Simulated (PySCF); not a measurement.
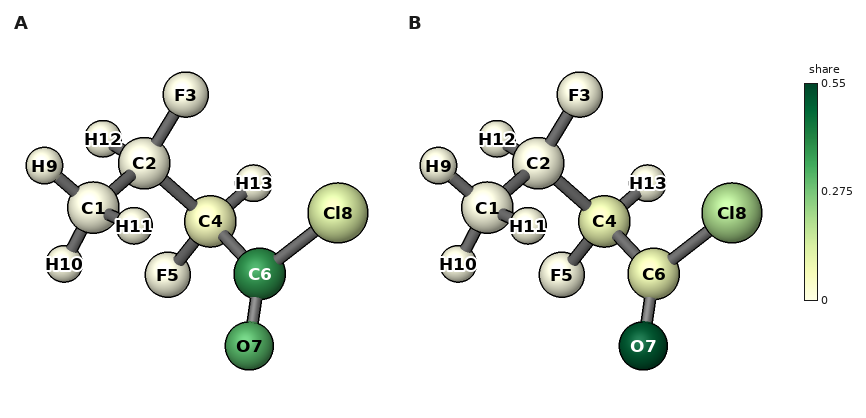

Each panel colours the atoms by their Löwdin share in one orbital (up to four of the largest shares; other atoms are shown as zero). The computed structure is the end point of a GFN2-xTB optimisation. No frequency run is at hand to confirm it as a minimum. Computed with ωB97X-D/def2-SVPD (PySCF 2.14.0).

The panels show the HOMO, LUMO, in some order. Which is which?

Answer. A: LUMO, 0.12 eV; C6 0.39, O7 0.32, Cl8 0.12, C4 0.06
B: HOMO, −10.85 eV; O7 0.51, Cl8 0.21, C4 0.09, C6 0.09
